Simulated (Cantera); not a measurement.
A closed system holds: 1 mol PbO, 9.3 mol H2, 1 mol N2, held at 100000 Pa.

Equilibrium computed with Cantera from the NASA thermochemical tables; the gas is ideal and each condensed phase is pure. Candidate condensed phases: H2O, Pb, PbO, PbO2, Pb3O4; 27 gas species. The numbers say what is thermodynamically allowed, not how fast it happens.

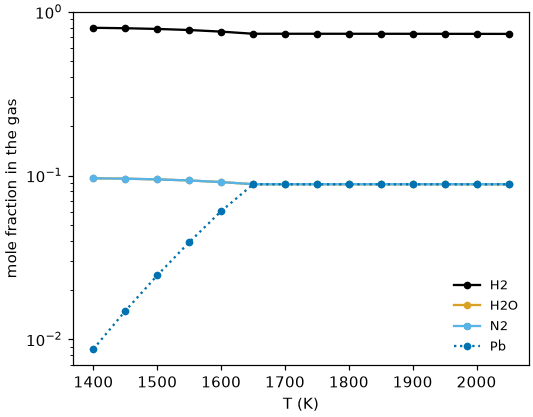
Figure. Equilibrium gas composition (values under 1e-9 drawn at 1e-9)

### Question
Read off the mole fractions at 1400 K.

### Answer
H2 about 0.80, H2O about 0.096, N2 about 0.096, Pb about 0.0087.
